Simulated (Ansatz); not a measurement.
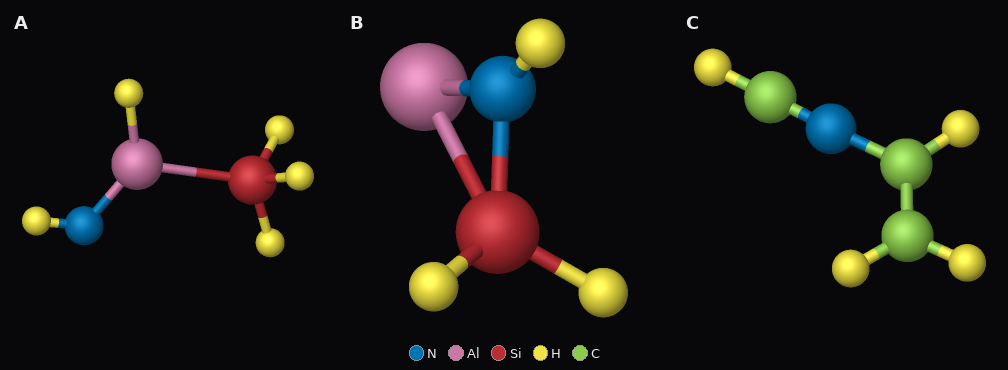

Simulated data, not a measurement (program: Ansatz).

**Which panel belongs to which SMILES?**
(1) [CH+]=NC=C
(2) [NH]1[Al][SiH2]1
(3) [NH-][AlH][SiH3]

A is (3), B is (2), C is (1).
